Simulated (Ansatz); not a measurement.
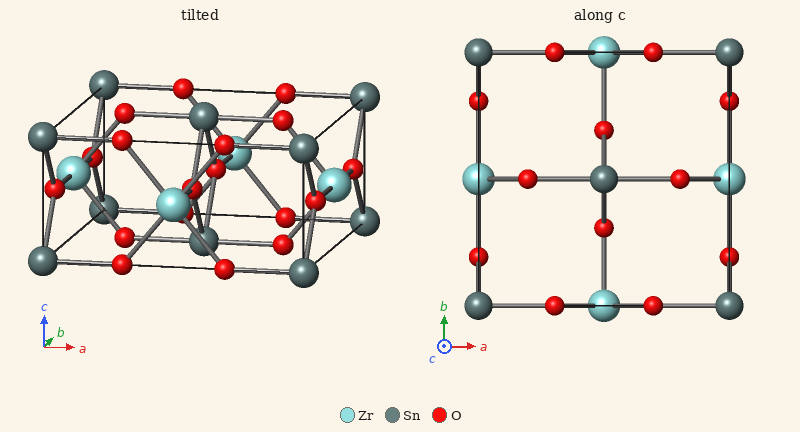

Shown here is a ball-and-stick view of the crystal, taken slightly off an axis and along the c axis. The conventional unit cell is outlined; an atom on or near a face, edge or corner is repeated at each equivalent position.

ZrSnO₄, space group Cmmm (No. 65), a = 6.799 Å, b = 6.866 Å, c = 3.218 Å, α = 90.00°, β = 90.00°, γ = 90.00°. It derives from a structure type filled with these elements by a generator (whether the compound takes this form wasn't checked). Earlier steps of the study, as a rule a relaxation of our own, may have changed the cell and positions, so they can lie some per cent off the listed ones. It went into a calculation with Ansatz.

This one geometry was computed with Ansatz (DFT, plane waves, PAW) at five levels of theory: HSE06, PBE, r2SCAN, PBE with spin-orbit coupling and PBE0. It was relaxed beforehand with r2SCAN.

> Which level gives the highest pressure at this volume, and what does that say about its equilibrium volume?

Highest: PBE (5.3 GPa) and PBE with spin-orbit coupling (5.3 GPa), which points to the largest equilibrium volume. Lowest, with the smallest volume: HSE06 (-1.8 GPa) and PBE0 (-1.8 GPa). Levels within 0.5 GPa of each other can't be told apart.

> How does the band gap change with the level of theory?

PBE: a gap of 2.24 eV, direct; PBE with spin-orbit coupling: a gap of 2.25 eV, direct; r2SCAN: a gap of 2.84 eV, direct; HSE06: a gap of 3.89 eV, direct; PBE0: a gap of 4.64 eV, direct.

> Collect the results in a table.

| level | cutoff (eV) | k-mesh of the run's cell | gap (eV) | pressure (GPa) |
| --- | --- | --- | --- | --- |
| HSE06 | 420 | 4×4×4 | 3.89 | -1.8 |
| PBE | 420 | 6×6×8 | 2.24 | 5.3 |
| r2SCAN | 500 | 6×6×8 | 2.84 | 0.0 |
| PBE with spin-orbit coupling | 420 | 6×6×8 | 2.25 | 5.3 |
| PBE0 | 420 | 4×4×4 | 4.64 | -1.8 |

Gaps are taken on the k-mesh or band path of each run.
